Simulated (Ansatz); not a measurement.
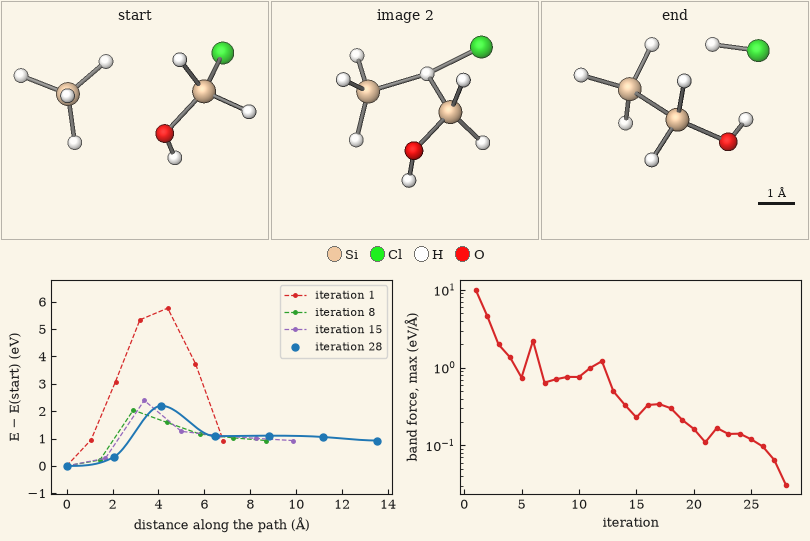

NEB run on Si$_{2}$H$_{7}$OCl, made up at the start of SiH3OCl and SiH4. Images are numbered from 0 (start) to 6 (end). The plot follows the band through its iterations. The picture is a ball-and-stick view, seen at a tilt.

The calculation used Ansatz 0.2.0, RKS PBE-D4/def2-SVP. Settings: 5 movable images; climbing image; force threshold 0.05 eV/Å; iteration limit 60; spring constant 20.0 eV/Å²; starting path through a guess of the saddle point.

Question: Judge this run.

Answer: The run is converged, with reservations. The band converged in 28 iterations. The largest component of the band force went from 10 to 0.031 eV/Å. The climbing image converged on the top of the path. Its curvatures weren't checked. The first iteration put the highest image at 5.77 eV. The energy climbs by 2.20 eV to image 2 and then falls by 1.27 eV, so the end point sits at +0.93 eV.

Limits of the set-up: the start holds two separate molecules, 3.0 Å apart at their closest, whose relative position is a soft coordinate.
